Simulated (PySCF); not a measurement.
# Run report: C$_{2}$H$_{6}$OSi$_{2}$, geometry relaxation

The run: geometry relaxation of C$_{2}$H$_{6}$OSi$_{2}$, SMILES C1=C[SiH2]O[SiH2]1. Method and program: PBE0-D3(BJ)/def2-SVP geometry optimisation, gas phase (PySCF 2.14.0).

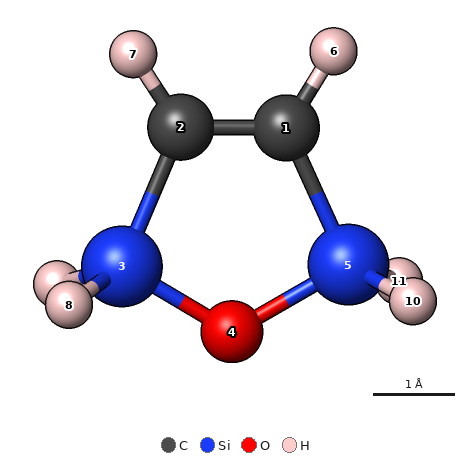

Fig. 1: The input geometry (ball-and-stick view, seen on its broad side; atoms are numbered from 1 in the order of the input).

**Input file**
```
{"job": {"xc": "PBE0", "basis": "def2-SVP", "d3": "d3bj", "grid": 1, "shake": 0.01, "kind": "geom"}, "charge": 0, "multiplicity": 1}
C     -0.815770     0.957930     0.275990
C      0.419540     1.243210    -0.076480
Si     1.428440    -0.304320    -0.432260
O      0.290150    -1.389930    -0.134600
Si    -1.235110    -0.870560     0.302700
H     -1.548510     1.773540     0.500040
H      0.811140     2.258260    -0.142920
H      1.866680    -0.450980    -1.822590
H      2.512570    -0.545040     0.560810
H     -2.177970    -1.302660    -0.701100
H     -1.513050    -1.395290     1.654740
```

The first line tells a small driver script what to run in PySCF; the rest is the geometry in Å.

Launched with:
```bash
OMP_NUM_THREADS=1 python <driver script> task.json out
```

**The program's output**
```
step   0  E = -733.36458283  max force = 0.051418
step   1  E = -733.37312760  max force = 0.013090
step   2  E = -733.37414434  max force = 0.006129
step   3  E = -733.37429159  max force = 0.002306
step   4  E = -733.37430653  max force = 0.000462
step   5  E = -733.37430868  max force = 0.000165
optimisation converged
```

**Trajectory as extended XYZ (Å, eV, eV/Å), 6 frames, from step=0 to step=5**
```
11
Properties=species:S:1:pos:R:3:forces:R:3 step=0 energy=-19955.86676
C    -0.8158    0.9579    0.2760   -2.6440   0.6050   0.5903
C     0.4195    1.2432   -0.0765    2.0284   0.1574  -0.5814
Si    1.4284   -0.3043   -0.4323    1.1682   1.1367   0.2780
O     0.2902   -1.3899   -0.1346   -1.6394  -2.1584   0.2465
Si   -1.2351   -0.8706    0.3027    1.2000   0.3081   0.4114
H    -1.5485    1.7735    0.5000    0.4370  -0.4444  -0.0599
H     0.8111    2.2583   -0.1429   -0.1042   0.3249   0.0240
H     1.8667   -0.4510   -1.8226    0.4138   0.1526  -0.4615
H     2.5126   -0.5450    0.5608    0.3374   0.2200  -0.1619
H    -2.1780   -1.3027   -0.7011   -0.8307  -0.2315  -0.4854
H    -1.5131   -1.3953    1.6547   -0.3665  -0.0703   0.1999
11
Properties=species:S:1:pos:R:3:forces:R:3 step=1 energy=-19956.09927
C    -1.3354    1.1058    0.1471    0.4254  -0.0815  -0.0535
C    -0.0631    1.3902   -0.2205   -0.2867  -0.1074   0.0850
Si    0.9756   -0.1401   -0.5602   -0.1907  -0.2238  -0.0496
O    -0.1984   -1.3358   -0.2497    0.6731   0.3949  -0.1065
Si   -1.6918   -0.7423    0.1989   -0.5470   0.1768  -0.0030
H    -2.0392    1.9062    0.3957   -0.0995   0.0564  -0.0104
H     0.2832    2.4293   -0.2890    0.0398  -0.0083  -0.0080
H     1.4989   -0.2141   -1.9621   -0.1797  -0.0618   0.0481
H     2.1826   -0.2420    0.3194   -0.1827  -0.1050   0.0961
H    -2.7731   -1.1397   -0.7625    0.1724  -0.0068   0.0016
H    -2.1420   -1.2069    1.5469    0.1755  -0.0334   0.0003
11
Properties=species:S:1:pos:R:3:forces:R:3 step=2 energy=-19956.12694
C    -1.3327    1.1151    0.1458    0.0590   0.0347   0.0186
C    -0.0642    1.3983   -0.2193   -0.0377   0.0213   0.0192
Si    0.9697   -0.1310   -0.5614   -0.1361  -0.2912   0.0083
O    -0.1936   -1.3162   -0.2490    0.3152   0.2060  -0.0604
Si   -1.6942   -0.7291    0.1973   -0.1894  -0.0222  -0.0040
H    -2.0426    1.9164    0.3887   -0.0080  -0.0110  -0.0199
H     0.2887    2.4354   -0.2870   -0.0007   0.0019  -0.0054
H     1.4665   -0.2327   -1.9651   -0.0477   0.0247  -0.0168
H     2.1488   -0.2748    0.3415   -0.0324   0.0015   0.0523
H    -2.7473   -1.1517   -0.7745    0.0264   0.0200  -0.0093
H    -2.1021   -1.2188    1.5472    0.0515   0.0142   0.0173
11
Properties=species:S:1:pos:R:3:forces:R:3 step=3 energy=-19956.13095
C    -1.3307    1.1176    0.1450   -0.0163   0.0113   0.0135
C    -0.0622    1.3981   -0.2185    0.0299   0.0222  -0.0003
Si    0.9675   -0.1361   -0.5615   -0.0430  -0.1186   0.0197
O    -0.1911   -1.3124   -0.2500    0.0620   0.0571  -0.0208
Si   -1.6962   -0.7265    0.1960   -0.0322  -0.0156   0.0066
H    -2.0423    1.9190    0.3824   -0.0016  -0.0051  -0.0093
H     0.2933    2.4342   -0.2874   -0.0069   0.0028  -0.0045
H     1.4529   -0.2318   -1.9689    0.0025   0.0212  -0.0097
H     2.1356   -0.2858    0.3547    0.0047   0.0137   0.0040
H    -2.7439   -1.1494   -0.7786   -0.0063   0.0051  -0.0043
H    -2.0860   -1.2161    1.5508    0.0072   0.0061   0.0048
11
Properties=species:S:1:pos:R:3:forces:R:3 step=4 energy=-19956.13135
C    -1.3291    1.1183    0.1441   -0.0095   0.0065   0.0054
C    -0.0596    1.3967   -0.2182    0.0141  -0.0005   0.0022
Si    0.9668   -0.1412   -0.5607   -0.0111  -0.0238   0.0100
O    -0.1931   -1.3129   -0.2509    0.0050   0.0090  -0.0085
Si   -1.6983   -0.7254    0.1964    0.0018   0.0023   0.0022
H    -2.0408    1.9205    0.3784   -0.0011  -0.0010  -0.0052
H     0.2968    2.4325   -0.2887   -0.0046   0.0003  -0.0033
H     1.4515   -0.2291   -1.9692    0.0062   0.0046  -0.0007
H     2.1338   -0.2893    0.3575    0.0047   0.0019  -0.0043
H    -2.7473   -1.1463   -0.7778   -0.0049  -0.0001   0.0015
H    -2.0837   -1.2131    1.5531   -0.0006   0.0008   0.0005
11
Properties=species:S:1:pos:R:3:forces:R:3 step=5 energy=-19956.13141
C    -1.3284    1.1198    0.1435    0.0022  -0.0065   0.0008
C    -0.0578    1.3952   -0.2180    0.0024   0.0026   0.0036
Si    0.9667   -0.1447   -0.5600   -0.0022   0.0079   0.0031
O    -0.1955   -1.3134   -0.2519   -0.0085  -0.0047  -0.0024
Si   -1.6998   -0.7236    0.1969    0.0028   0.0050  -0.0004
H    -2.0395    1.9230    0.3754    0.0012   0.0007  -0.0036
H     0.2994    2.4306   -0.2898    0.0006   0.0010  -0.0029
H     1.4525   -0.2292   -1.9685    0.0032  -0.0018   0.0017
H     2.1338   -0.2935    0.3579    0.0012  -0.0026  -0.0026
H    -2.7506   -1.1434   -0.7759   -0.0020  -0.0011   0.0025
H    -2.0838   -1.2102    1.5544   -0.0008  -0.0005   0.0002
```

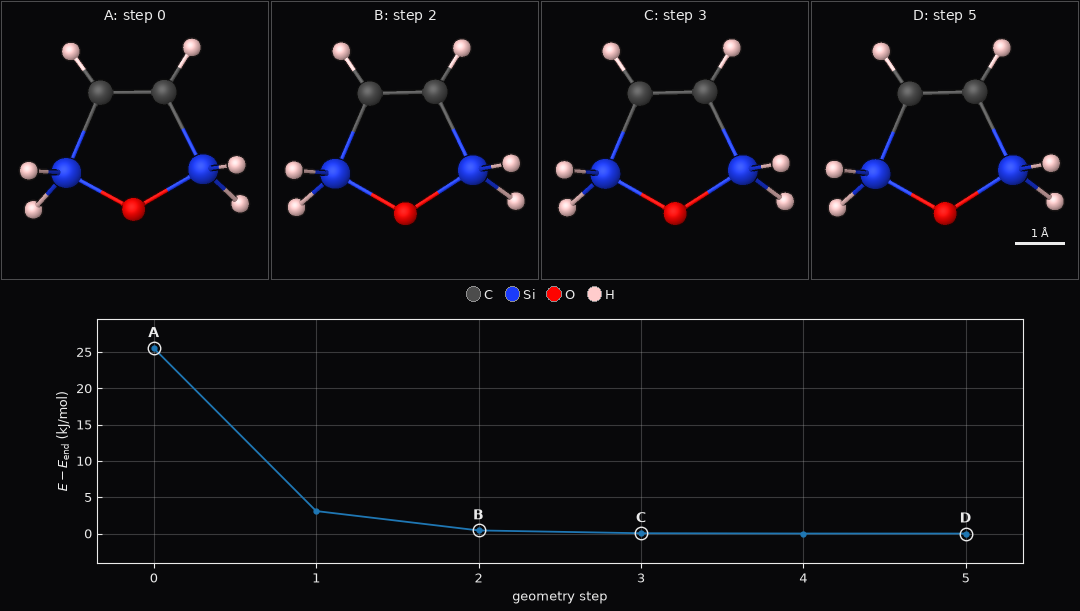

Fig. 2: Frames of the relaxation (ball-and-stick view, seen at a tilt) above the curves, on which the letters mark them (steps are counted from 0).

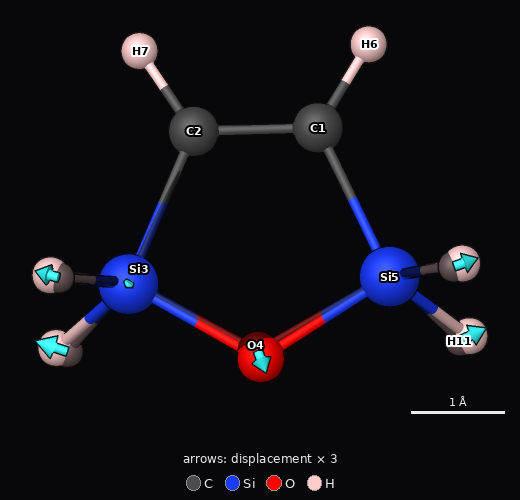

Fig. 3: Start (faint) and end (solid) with the displacements as teal arrows, magnified 3 times (ball-and-stick view, seen at a tilt). The two geometries are laid on each other by the best rigid fit. H9 moves most after the best rigid fit: 0.13 Å. Largest moves by element: H 0.13 Å, O 0.09 Å, Si 0.03 Å, C 0.03 Å. Among the contacts that change: Si3–O4 1.601 → 1.677 Å, Si5–H10 1.443 → 1.492 Å, C1–C2 1.316 → 1.349 Å, Si3–H8 1.465 → 1.492 Å. Among the angles that change: H10–Si5–H11 114.0° → 108.7°, H8–Si3–H9 113.5° → 108.7°, O4–Si3–H9 106.5° → 111.1°. After 5 geometry steps the energy has fallen by 25.5 kJ/mol. Largest force component: 2.6 eV/Å at the start, 0.0085 eV/Å at the end. (Atoms are counted from 1 in the order of the input.)

**Key numbers**

- outcome: converged
- total energy: −733.374309 hartree
- dipole moment: 1.65 D
- point group: C2v
- hardware: 1 CPU thread, shared host
- wall time: 37 s
- peak memory: 0.46 GiB
